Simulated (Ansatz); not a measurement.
**Abstraction of Cl: CBrCl3 + GeH(GeH3)Cl → CBrCl2 + GeH(GeH3)Cl2**

Species: CBrCl3 (bromotrichloromethane) `ClC(Cl)(Cl)Br`, singlet; GeH(GeH3)Cl, doublet; CBrCl2 `Cl[C](Cl)Br`, doublet; GeH(GeH3)Cl2, singlet. A radical takes Cl: the energy is the difference in strength between the C–Cl bond broken and the Ge–Cl bond made.

Shapes, held fixed at every level: PBE0-D4/def2-TZVP. Programs: Ansatz 0.2.0. The zero-point and thermal change to 298 K, harmonic and unscaled (PBE0-D4/def2-TZVP), is +1.5 kJ/mol.

| level | kind | ΔH(298 K) (kJ/mol) | less CCSD(T)/def2-TZVPP |
| --- | --- | --- | --- |
| HF/def2-SVP | Hartree–Fock | -161.0 | -41.9 |
| PBE-D4/def2-TZVPP | GGA | -108.7 | +10.4 |
| PBE0-D4/def2-TZVPP | global hybrid | -120.2 | -1.1 |
| r2SCAN0-D4/def2-TZVPP | global hybrid | -132.2 | -13.1 |
| wB97X-V/def2-TZVPP | range-separated hybrid | -124.2 | -5.1 |
| CCSD(T)/def2-SVP | coupled cluster or CI | -114.0 | +5.1 |
| CCSD(T)/def2-TZVPP | coupled cluster or CI | -119.1 | 0.0 |

The highest level, CCSD(T)/def2-TZVPP, gives ΔH(298 K) = -119.1 kJ/mol; the levels span -161.0 to -108.7. The column of differences is taken from that level and isn't an error. No measured value is set beside it here. Open shells run unrestricted. Relativity is left out for Br, Ge. Outer-core shells of Br, Ge are correlated, in sets that cover them unevenly.

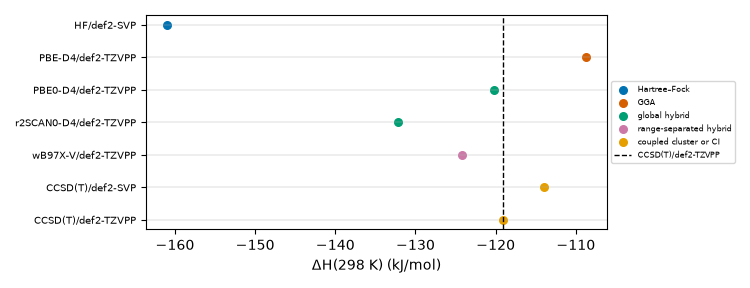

The values of the table, level by level.
